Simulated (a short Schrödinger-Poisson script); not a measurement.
System: symmetric double-gate stack, Si3N4 on p-type Si(100), at 300 K.

```csv
layer,material,thickness (nm),Na (cm⁻³)
1,Si3N4,4.9,-
2,Si,3,5e17
3,Si3N4,4.9,-
```

The device is made up for the run: typed textbook-type constants, with dimensions and the other settings drawn at random. Si3N4: permittivity 7.5, conduction-band edge (eV) 1.95, gap (eV) 5.1, electron mass (mₑ) 0.5. Si: permittivity 11.7, conduction-band edge (eV) 0, gap (eV) 1.124, Nv at 300 K (cm⁻³) 3.1e19.

Channel valleys (confinement mass, in-plane density-of-states mass, number): Δ2 0.916, 0.19, 2; Δ4 0.19, 0.417, 4. At the gates, both at one voltage, the conduction-band edge of layer 1 lies 2.12 eV − eVg above the Fermi level of the channel. Gaps are held at their typed values at every temperature. Mesh 0.03 nm at interfaces.

From a short Schrödinger-Poisson script (our own, NumPy): 1D Poisson equation in equilibrium, electrons quantum, Hartree (BenDaniel-Duke, 12 states a valley, the channel's in-plane mass for all, wave functions free to enter the dielectric), parabolic valleys, classical holes, full ionisation, no traps, pinning or gate leakage.

Only gate voltages with over 1e8 electrons/cm² are shown.

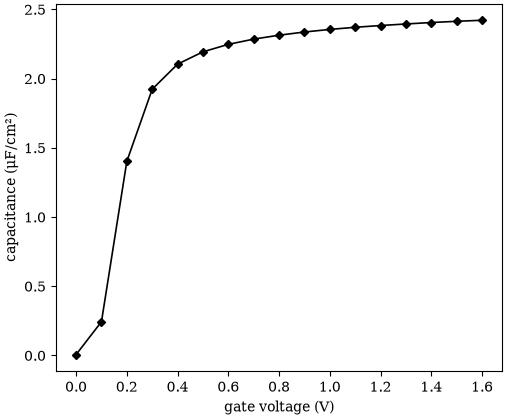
Quasi-static capacitance against gate voltage

```csv
Vg (V),electrons (cm⁻²),C (μF/cm²),Δ2 E0 (meV),Δ2 E1 (meV),Δ4 E0 (meV),Δ4 E1 (meV)
0,1.01e9,0.00634,219.3,337.7,302.4,683.6
0.2,5.50e11,1.40,55.2,172.8,138.0,518.0
0.4,2.88e12,2.11,7.7,121.7,89.1,464.4
0.6,5.61e12,2.25,-14.4,95.7,65.6,435.6
0.8,8.47e12,2.31,-29.1,77.0,49.4,414.1
1,1.14e13,2.36,-40.2,62.1,37.0,396.4
1.2,1.43e13,2.38,-48.9,49.6,27.0,381.2
1.4,1.73e13,2.41,-56.1,38.8,18.6,367.7
1.6,2.03e13,2.42,-62.2,29.2,11.3,355.5
```

Subbands count from the Fermi level. The capacitance is that of both gates.
